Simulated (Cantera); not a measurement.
A closed system holds: 1 mol PbO, 2.8 mol H₂O, 0.13 mol O₂, equilibrated at 1400 K.

These are equilibrium values from Cantera (NASA tables, ideal gas, pure condensed phases), not measurements of a reactor. Candidate condensed phases: H₂O, Pb, PbO, PbO₂, Pb₃O₄; 12 gas species. Gases not in the tables: (PbO)n polymers. Equilibrium is a limit: real reactors are often held back by kinetics, nucleation or transport.

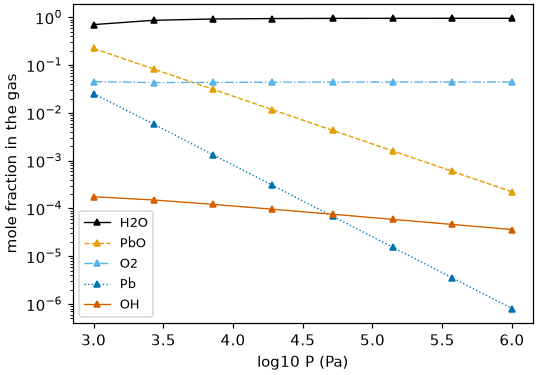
Fig. 1. Equilibrium gas composition (values under 1e-9 drawn at 1e-9)

From 7.50 Torr to 7500 Torr the condensed part is PbO(l). The share of Pb in condensed phases is highest at 7500 Torr (99.9 %) and lowest at 7.50 Torr (1.2 %).
